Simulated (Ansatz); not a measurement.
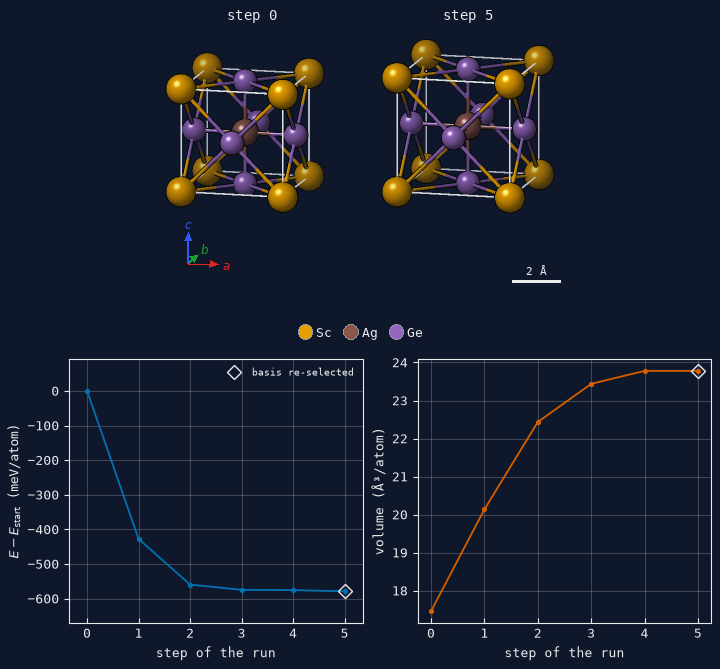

First and last geometry of a relaxation of crystalline ScAgGe3 (built on the cubic perovskite type) (coarse preliminary run), with the history of the run. Style: ball-and-stick. Shown: the cell of the calculation, slightly off an axis.

Case: cubic perovskite type (Pm-3m, No. 221).

The calculation used Ansatz 0.2.0, DFT r2SCAN, scalar-relativistic, plane waves, PAW. Settings: plane-wave cutoff 500 eV; k-point mesh 4 × 4 × 4; occupations gaussian; smearing width 0.1 eV; no spin polarisation; cell and atoms relaxed; force threshold 0.04 eV/Å; at most 70 steps.

### Read the history and describe the run.

It converged. After 4 accepted moves (5 points after the start) the energy has fallen by 579 meV per atom. All forces vanish by symmetry, so only the cell relaxes. Pressure: 38.23 GPa at the start and 0.00 GPa at the end. At 1 point the geometry stayed and the basis and grid were re-selected for the new cell (energy shift of 3.3 meV per atom at most each time). The atoms keep their places relative to the cell (all moves are under 0.005 Å). The volume changes by +36.2 %, with a = b = c 4.436 → 4.917 Å (+10.9 %). Among the contacts that change: Ge–Sc 3.137 → 3.477 Å, Ag–Ge 2.218 → 2.459 Å. The space group stays Pm-3m (No. 221). The run took 41 s on 1 thread of Arm Neoverse V2, on a shared host, peak memory 0.61 GiB.

```tsv
step	E − E(0), meV/atom	pressure, GPa	volume, Å³/atom	note
0	0.00	38.23	17.457	
1	-427.54	15.32	20.137	
2	-559.32	4.19	22.433	
3	-574.60	0.94	23.437	
4	-575.46	-0.01	23.779	
5	-578.76	0.00	23.779	same geometry, new basis
```
